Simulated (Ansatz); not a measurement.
```yaml
atoms:
  - { symbol: C, position_ang: [0.4036, 0.7951, 0.0575] }
  - { symbol: C, position_ang: [-1.0299, 0.2808, -0.0771] }
  - { symbol: F, position_ang: [0.4165, 1.8829, 0.8520] }
  - { symbol: F, position_ang: [1.2826, -0.1152, 0.5397] }
  - { symbol: F, position_ang: [-0.9363, -1.0049, -0.2354] }
  - { symbol: H, position_ang: [0.7083, 1.0867, -0.9750] }
```

Geometry: B3LYP-D3(BJ)/def2-SVP.

The calculation used isolated molecule in a Gaussian basis; Kohn-Sham density functional theory, functional PBE0 in Ansatz.

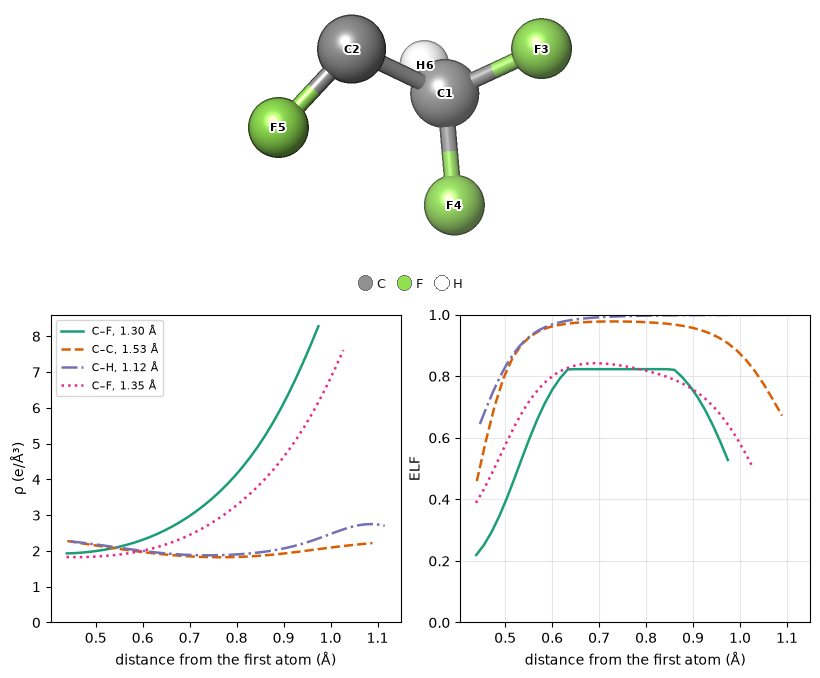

C₂HF₃ (SMILES F[C]C(F)F). Electron density and electron localisation function along straight lines between neighbouring atoms. The curves leave out the atomic cores. The structure is drawn too.

Question: Compare the contacts.

Answer: C–F (1.30 Å): the density is about 2.6 e/Å³ at the midpoint; the ELF peaks at about 0.80 between the atoms; a shared but strongly polarised pair.
C–C (1.53 Å): the density is about 1.8 e/Å³ at the midpoint; the ELF peaks at about 1 between the atoms (localised, covalent bonding).
C–H (1.12 Å): the density is about 2.1 e/Å³ at the midpoint; the ELF climbs to about 1 towards the hydrogen, as it does in any bond to H (a covalent bond by its length).
C–F (1.35 Å): ρ is about 2.3 e/Å³ halfway, with its minimum of 1.8 e/Å³ about 0.5 Å from C; the ELF peaks at about 0.85 between the atoms: a polar covalent bond.
